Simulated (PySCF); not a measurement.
# H5O6Os (Os(O)(OH)5+): the cost of one run

Program: PySCF 2.14.0. Level of theory: TPSS, Os def2-SVP with ECP60, O def2-SVP, H def2-SVP; scalar-relativistic core potentials, no spin–orbit coupling. These are calculated values, not measurements.

4 further runs of the same task are left out: 2 for a known fault of the program, 1 that didn't finish, 1 set aside as unsound or not needed. Runs told in other sessions of the task aren't counted.

## Step 1: The starting structure

12 atoms, charge 1, spin multiplicity 1.

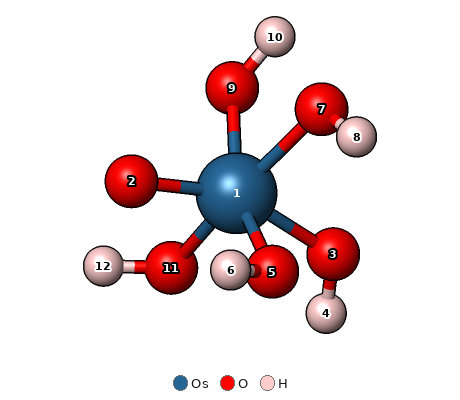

The geometry (osmium blue, oxygen red, hydrogen pink); atoms are numbered from 1 in the order of the file.

Coordinates:

```
Os   -0.0703   -0.1222   -0.0290
O     0.2722   -0.7541    1.5276
O    -0.0004   -0.0020   -1.9114
H     0.2821   -0.7400   -2.5015
O     1.7754    0.3689   -0.1583
H     2.2745    0.3258    0.6923
O    -0.2984    1.7920    0.1470
H     0.5269    2.3089   -0.0012
O    -1.9158    0.0911    0.1675
H    -2.2857    1.0087    0.1959
O    -0.2305   -1.9715   -0.5730
H    -0.2433   -2.6298    0.1625
```

Formal oxidation states: Os +8. An earlier session relaxed this geometry at TPSS, Os def2-SVP with ECP60, O def2-SVP, H def2-SVP (singlet, point group C1).

Its energy there is -544.452769 Eh.

## Step 2: Atoms moved at random, σ = 0.1 Å

Contents of run.py (the lines that set the calculation):

```python
mol = gto.M(atom='''
Os    -0.08251    -0.20030     0.03268
O      0.36448    -0.70438     1.63693
O     -0.12687     0.14003    -2.04023
H      0.41222    -0.62644    -2.53657
O      1.69599     0.37909    -0.05792
H      2.26291     0.37224     0.57628
O     -0.42473     1.69367     0.18268
H      0.40431     2.33530     0.13164
O     -1.88406    -0.02339     0.10932
H     -2.20569     0.88255     0.07954
O     -0.05767    -1.97791    -0.58871
H     -0.27151    -2.59460     0.19285''',
    basis={'Os': 'def2-SVP', 'O': 'def2-SVP', 'H': 'def2-SVP'},
    ecp={'Os': 'def2-SVP'},
    charge=1, spin=0)
mf = dft.RKS(mol, xc='TPSS')
mf.grids.atom_grid = (50, 194)
mf = mf.density_fit()  # fitting sets: Os def2-universal-JKFIT, O def2-universal-JKFIT, H def2-universal-JKFIT
mf.conv_tol = 1e-08; mf.max_cycle = 55
mf.kernel(dm0)  # dm0: the density of the relaxed state
```

The run is started by

```sh
$ OMP_NUM_THREADS=4 python run.py
```

**Question.** How long does this run take on 4 threads of Arm Neoverse V2, shared host?

About 9.3 s.
